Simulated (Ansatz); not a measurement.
# Run report: TiCl₄, molecular dynamics (part 5 of 5)

Continued. System: TiCl₄. Method: RKS r2SCAN/def2-SVP (Ansatz 0.2.0). It belongs to a series of runs on one base structure; here: dynamics from the start.

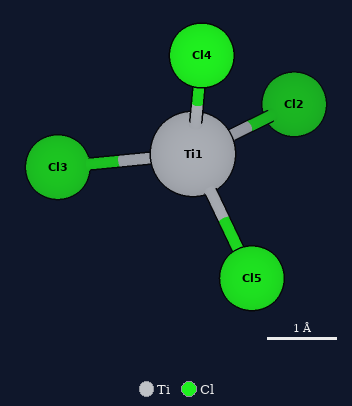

**Figure 1.** The geometry at step 135 of the log (ball-and-stick view, seen at a tilt; atoms are numbered from 1 in the order of the input).

Trajectory as extended XYZ, continued
```
5
Properties=species:S:1:pos:R:3:forces:R:3 step=121 time_fs=242.0 energy=-73191.20147 temperature=1304.5
Ti    0.0116    0.0238   -0.0493    0.0557  -0.2474   0.9708
Cl   -0.0674   -0.0321    2.2464    0.1699   0.1185  -1.7438
Cl    2.1255   -0.0102   -0.8043   -1.1639   0.0507   0.4250
Cl   -1.0492    1.8634   -0.7156    0.4767  -0.8826   0.2174
Cl   -1.0222   -1.8533   -0.6574    0.4615   0.9607   0.1306
5
Properties=species:S:1:pos:R:3:forces:R:3 step=122 time_fs=244.0 energy=-73191.18664 temperature=1266.2
Ti    0.0295    0.0249   -0.0606   -0.4444  -0.3829   1.2974
Cl   -0.0717   -0.0281    2.2554    0.2167   0.1148  -1.8971
Cl    2.1146   -0.0064   -0.8008   -0.8016   0.0436   0.2865
Cl   -1.0491    1.8531   -0.7106    0.4789  -0.8125   0.1719
Cl   -1.0312   -1.8522   -0.6595    0.5504   1.0370   0.1413
5
Properties=species:S:1:pos:R:3:forces:R:3 step=123 time_fs=246.0 energy=-73191.15973 temperature=1196.9
Ti    0.0471    0.0257   -0.0709   -0.9984  -0.5060   1.6116
Cl   -0.0758   -0.0240    2.2622    0.2636   0.1091  -2.0096
Cl    2.1027   -0.0026   -0.7969   -0.3709   0.0362   0.1264
Cl   -1.0486    1.8419   -0.7055    0.4746  -0.7325   0.1248
Cl   -1.0395   -1.8499   -0.6615    0.6310   1.0932   0.1468
5
Properties=species:S:1:pos:R:3:forces:R:3 step=124 time_fs=248.0 energy=-73191.12157 temperature=1098.4
Ti    0.0638    0.0260   -0.0799   -1.5933  -0.6160   1.9151
Cl   -0.0796   -0.0197    2.2669    0.3091   0.1018  -2.0865
Cl    2.0905    0.0013   -0.7929    0.1203   0.0289  -0.0527
Cl   -1.0475    1.8298   -0.7002    0.4629  -0.6431   0.0766
Cl   -1.0471   -1.8465   -0.6633    0.7010   1.1284   0.1475
5
Properties=species:S:1:pos:R:3:forces:R:3 step=125 time_fs=250.0 energy=-73191.07477 temperature=977.8
Ti    0.0793    0.0259   -0.0873   -2.2091  -0.7133   2.2062
Cl   -0.0831   -0.0154    2.2693    0.3517   0.0927  -2.1318
Cl    2.0784    0.0052   -0.7890    0.6569   0.0224  -0.2457
Cl   -1.0459    1.8171   -0.6948    0.4422  -0.5443   0.0274
Cl   -1.0540   -1.8418   -0.6650    0.7584   1.1424   0.1439
5
Properties=species:S:1:pos:R:3:forces:R:3 step=126 time_fs=252.0 energy=-73191.02440 temperature=847.8
Ti    0.0930    0.0252   -0.0930   -2.8091  -0.7986   2.4765
Cl   -0.0862   -0.0109    2.2694    0.3896   0.0821  -2.1484
Cl    2.0671    0.0091   -0.7854    1.2070   0.0175  -0.4422
Cl   -1.0438    1.8038   -0.6894    0.4112  -0.4361  -0.0224
Cl   -1.0601   -1.8359   -0.6665    0.8012   1.1352   0.1366
5
Properties=species:S:1:pos:R:3:forces:R:3 step=128 time_fs=256.0 energy=-73190.94571 temperature=645.0
Ti    0.1131    0.0218   -0.0981   -3.7648  -0.9356   2.8986
Cl   -0.0911   -0.0017    2.2625    0.4457   0.0561  -2.1009
Cl    2.0488    0.0170   -0.7797    2.1722   0.0148  -0.7872
Cl   -1.0384    1.7758   -0.6787    0.3121  -0.1910  -0.1229
Cl   -1.0696   -1.8205   -0.6691    0.8348   1.0556   0.1124
5
Properties=species:S:1:pos:R:3:forces:R:3 step=129 time_fs=258.0 energy=-73190.93619 temperature=620.2
Ti    0.1188    0.0190   -0.0973   -4.0091  -0.9856   3.0137
Cl   -0.0929    0.0029    2.2556    0.4610   0.0409  -2.0358
Cl    2.0430    0.0209   -0.7781    2.4849   0.0170  -0.9007
Cl   -1.0351    1.7615   -0.6735    0.2420  -0.0544  -0.1732
Cl   -1.0730   -1.8110   -0.6702    0.8212   0.9821   0.0960
5
Properties=species:S:1:pos:R:3:forces:R:3 step=130 time_fs=260.0 energy=-73190.95602 temperature=671.4
Ti    0.1213    0.0154   -0.0940   -4.0384  -1.0189   3.0414
Cl   -0.0941    0.0077    2.2466    0.4663   0.0243  -1.9394
Cl    2.0398    0.0249   -0.7774    2.6294   0.0200  -0.9553
Cl   -1.0316    1.7471   -0.6685    0.1582   0.0903  -0.2231
Cl   -1.0755   -1.8004   -0.6712    0.7846   0.8843   0.0764
5
Properties=species:S:1:pos:R:3:forces:R:3 step=131 time_fs=262.0 energy=-73191.00614 temperature=800.8
Ti    0.1205    0.0109   -0.0883   -3.8354  -1.0303   2.9696
Cl   -0.0948    0.0124    2.2354    0.4607   0.0064  -1.8060
Cl    2.0396    0.0289   -0.7778    2.5893   0.0218  -0.9439
Cl   -1.0279    1.7328   -0.6637    0.0620   0.2415  -0.2723
Cl   -1.0771   -1.7889   -0.6721    0.7233   0.7606   0.0526
5
Properties=species:S:1:pos:R:3:forces:R:3 step=132 time_fs=264.0 energy=-73191.08091 temperature=993.4
Ti    0.1167    0.0057   -0.0802   -3.4124  -1.0128   2.7926
Cl   -0.0951    0.0172    2.2222    0.4439  -0.0126  -1.6273
Cl    2.0421    0.0330   -0.7792    2.3757   0.0200  -0.8686
Cl   -1.0241    1.7187   -0.6593   -0.0435   0.3966  -0.3204
Cl   -1.0780   -1.7765   -0.6730    0.6363   0.6088   0.0236
5
Properties=species:S:1:pos:R:3:forces:R:3 step=133 time_fs=266.0 energy=-73191.16890 temperature=1220.4
Ti    0.1101   -0.0004   -0.0698   -2.8081  -0.9594   2.5120
Cl   -0.0948    0.0219    2.2073    0.4162  -0.0319  -1.3935
Cl    2.0471    0.0370   -0.7815    2.0231   0.0125  -0.7395
Cl   -1.0204    1.7051   -0.6552   -0.1543   0.5516  -0.3667
Cl   -1.0781   -1.7635   -0.6738    0.5231   0.4272  -0.0123
5
Properties=species:S:1:pos:R:3:forces:R:3 step=134 time_fs=268.0 energy=-73191.25539 temperature=1443.6
Ti    0.1013   -0.0072   -0.0574   -2.0780  -0.8637   2.1319
Cl   -0.0941    0.0267    2.1909    0.3781  -0.0508  -1.0929
Cl    2.0544    0.0411   -0.7846    1.5801  -0.0016  -0.5724
Cl   -1.0169    1.6921   -0.6515   -0.2647   0.7013  -0.4099
Cl   -1.0777   -1.7501   -0.6746    0.3846   0.2149  -0.0567
5
Properties=species:S:1:pos:R:3:forces:R:3 step=135 time_fs=270.0 energy=-73191.32532 temperature=1623.7
Ti    0.0908   -0.0148   -0.0434   -1.2833  -0.7220   1.6567
Cl   -0.0930    0.0313    2.1733    0.3309  -0.0677  -0.7131
Cl    2.0634    0.0452   -0.7884    1.0978  -0.0225  -0.3844
Cl   -1.0136    1.6798   -0.6482   -0.3684   0.8391  -0.4481
Cl   -1.0769   -1.7364   -0.6755    0.2230  -0.0269  -0.1112
5
Properties=species:S:1:pos:R:3:forces:R:3 step=137 time_fs=274.0 energy=-73191.36874 temperature=1735.9
Ti    0.0673   -0.0314   -0.0117    0.2880  -0.3034   0.4311
Cl   -0.0897    0.0404    2.1363    0.2167  -0.0872   0.3253
Cl    2.0845    0.0532   -0.7969    0.1787  -0.0795  -0.0056
Cl   -1.0084    1.6582   -0.6432   -0.5319   1.0514  -0.5002
Cl   -1.0748   -1.7094   -0.6778   -0.1515  -0.5812  -0.2506
5
Properties=species:S:1:pos:R:3:forces:R:3 step=138 time_fs=276.0 energy=-73191.33033 temperature=1636.6
Ti    0.0556   -0.0402    0.0050    0.9866  -0.0418  -0.3079
Cl   -0.0877    0.0448    2.1180    0.1547  -0.0850   0.9854
Cl    2.0955    0.0571   -0.8013   -0.2081  -0.1119   0.1645
Cl   -1.0066    1.6491   -0.6415   -0.5827   1.1151  -0.5097
Cl   -1.0738   -1.6967   -0.6793   -0.3505  -0.8763  -0.3324
5
Properties=species:S:1:pos:R:3:forces:R:3 step=139 time_fs=278.0 energy=-73191.25333 temperature=1438.2
Ti    0.0447   -0.0490    0.0213    1.5938   0.2359  -1.1110
Cl   -0.0855    0.0491    2.1008    0.0937  -0.0719   1.7207
Cl    2.1064    0.0609   -0.8056   -0.5325  -0.1445   0.3140
Cl   -1.0055    1.6411   -0.6403   -0.6101   1.1465  -0.5063
Cl   -1.0733   -1.6849   -0.6812   -0.5449  -1.1660  -0.4174
5
Properties=species:S:1:pos:R:3:forces:R:3 step=140 time_fs=280.0 energy=-73191.14688 temperature=1163.7
Ti    0.0351   -0.0576    0.0368    2.0950   0.5104  -1.9421
Cl   -0.0832    0.0534    2.0855    0.0374  -0.0476   2.4903
Cl    2.1166    0.0645   -0.8094   -0.7947  -0.1756   0.4409
Cl   -1.0050    1.6344   -0.6397   -0.6145   1.1459  -0.4900
Cl   -1.0733   -1.6744   -0.6835   -0.7232  -1.4330  -0.4991
5
Properties=species:S:1:pos:R:3:forces:R:3 step=141 time_fs=282.0 energy=-73191.02634 temperature=852.7
Ti    0.0272   -0.0658    0.0507    2.4829   0.7637  -2.7434
Cl   -0.0809    0.0575    2.0729   -0.0109  -0.0142   3.2318
Cl    2.1260    0.0679   -0.8128   -0.9995  -0.2041   0.5443
Cl   -1.0052    1.6290   -0.6397   -0.5979   1.1156  -0.4620
Cl   -1.0741   -1.6655   -0.6863   -0.8746  -1.6610  -0.5707
5
Properties=species:S:1:pos:R:3:forces:R:3 step=142 time_fs=284.0 energy=-73190.91166 temperature=557.0
Ti    0.0212   -0.0734    0.0624    2.7558   0.9820  -3.4415
Cl   -0.0786    0.0617    2.0638   -0.0485   0.0226   3.8661
Cl    2.1344    0.0711   -0.8156   -1.1544  -0.2294   0.6251
Cl   -1.0060    1.6247   -0.6401   -0.5635   1.0599  -0.4246
Cl   -1.0759   -1.6584   -0.6898   -0.9894  -1.8351  -0.6250
5
Properties=species:S:1:pos:R:3:forces:R:3 step=143 time_fs=286.0 energy=-73190.82387 temperature=330.6
Ti    0.0175   -0.0803    0.0714    2.9139   1.1552  -3.9547
Cl   -0.0763    0.0659    2.0589   -0.0732   0.0549   4.3075
Cl    2.1414    0.0741   -0.8178   -1.2665  -0.2507   0.6840
Cl   -1.0075    1.6216   -0.6410   -0.5148   0.9839  -0.3810
Cl   -1.0787   -1.6532   -0.6940   -1.0594  -1.9432  -0.6558
5
Properties=species:S:1:pos:R:3:forces:R:3 step=144 time_fs=288.0 energy=-73190.78003 temperature=217.5
Ti    0.0161   -0.0861    0.0772    2.9610   1.2807  -4.2175
Cl   -0.0742    0.0702    2.0587   -0.0846   0.0737   4.4887
Cl    2.1471    0.0768   -0.8191   -1.3415  -0.2681   0.7219
Cl   -1.0095    1.6196   -0.6423   -0.4551   0.8925  -0.3342
Cl   -1.0827   -1.6502   -0.6988   -1.0798  -1.9788  -0.6589
5
Properties=species:S:1:pos:R:3:forces:R:3 step=146 time_fs=292.0 energy=-73190.84530 temperature=385.8
Ti    0.0204   -0.0948    0.0786    2.7445   1.3915  -3.9140
Cl   -0.0701    0.0789    2.0726   -0.0678   0.0485   3.9951
Cl    2.1541    0.0813   -0.8195   -1.3958  -0.2902   0.7385
Cl   -1.0149    1.6184   -0.6460   -0.3131   0.6824  -0.2417
Cl   -1.0942   -1.6506   -0.7107   -0.9678  -1.8322  -0.5780
5
Properties=species:S:1:pos:R:3:forces:R:3 step=147 time_fs=294.0 energy=-73190.93794 temperature=624.8
Ti    0.0259   -0.0974    0.0745    2.4953   1.3804  -3.4153
Cl   -0.0681    0.0834    2.0863   -0.0419   0.0051   3.3938
Cl    2.1553    0.0830   -0.8185   -1.3775  -0.2946   0.7190
Cl   -1.0182    1.6189   -0.6482   -0.2348   0.5711  -0.1991
Cl   -1.1015   -1.6538   -0.7176   -0.8411  -1.6620  -0.4984
5
Properties=species:S:1:pos:R:3:forces:R:3 step=148 time_fs=296.0 energy=-73191.04720 temperature=906.6
Ti    0.0334   -0.0989    0.0676    2.1633   1.3282  -2.7791
Cl   -0.0662    0.0878    2.1037   -0.0064  -0.0514   2.6564
Cl    2.1551    0.0845   -0.8167   -1.3274  -0.2941   0.6818
Cl   -1.0217    1.6201   -0.6507   -0.1537   0.4597  -0.1600
Cl   -1.1098   -1.6588   -0.7250   -0.6758  -1.4424  -0.3991
5
Properties=species:S:1:pos:R:3:forces:R:3 step=149 time_fs=298.0 energy=-73191.15370 temperature=1181.2
Ti    0.0427   -0.0994    0.0585    1.7591   1.2383  -2.0833
Cl   -0.0644    0.0922    2.1240    0.0362  -0.1127   1.8678
Cl    2.1533    0.0856   -0.8142   -1.2429  -0.2885   0.6273
Cl   -1.0254    1.6218   -0.6533   -0.0711   0.3508  -0.1246
Cl   -1.1188   -1.6654   -0.7329   -0.4812  -1.1879  -0.2872
5
Properties=species:S:1:pos:R:3:forces:R:3 step=150 time_fs=300.0 energy=-73191.24159 temperature=1408.0
Ti    0.0534   -0.0989    0.0477    1.2931   1.1162  -1.3893
Cl   -0.0624    0.0965    2.1463    0.0834  -0.1720   1.0960
Cl    2.1503    0.0864   -0.8110   -1.1209  -0.2774   0.5560
Cl   -1.0291    1.6238   -0.6561    0.0120   0.2466  -0.0930
Cl   -1.1283   -1.6733   -0.7411   -0.2676  -0.9133  -0.1697
```

The run was set up as follows.

The input
```yaml
crystal:
  periodic: [false, false, false]
  atoms:
    - { symbol: Ti, position_ang: [0.000463, 0.0, 0.000478] }
    - { symbol: Cl, position_ang: [0.000188, 0.0, 2.166851] }
    - { symbol: Cl, position_ang: [2.04303, 0.0, -0.721403] }
    - { symbol: Cl, position_ang: [-1.02069, 1.768839, -0.721763] }
    - { symbol: Cl, position_ang: [-1.02069, -1.768839, -0.721763] }
basis:
  gaussian: { orbitals: def2-SVP }
hamiltonian:
  xc: r2scan
md:
  timestep: 2.0
  n_steps: 150
  ensemble: nve_milne
  temperature: 2000.0
  initial_velocities: maxwell_boltzmann
  seed: 216503
```

Command:
```bash
ansatz run input.yaml --threads 2 --pin off --max-ram 3072MiB --backend cpu --events-out ev --progress --plain --runs-dir out
```

Summary

```csv
quantity,value
outcome,finished
mean temperature over the second half,946 K
trajectory,"150 steps, 300 fs"
ensemble,nve_milne
temperature in the input,2000.0 K
time step,2.0 fs
potential energy (last step),−73191.2416 eV
mean-field energy (last step),−73191.2416 eV
largest force (length of the vector) (last step),2.202 eV/Å
hardware,"2 threads of Arm Neoverse V2, 24 GiB of memory available, shared host"
wall time,15 min (CPU time 31 min)
peak memory,0.19 GiB
```

Notes

So short a trajectory is not equilibrated.
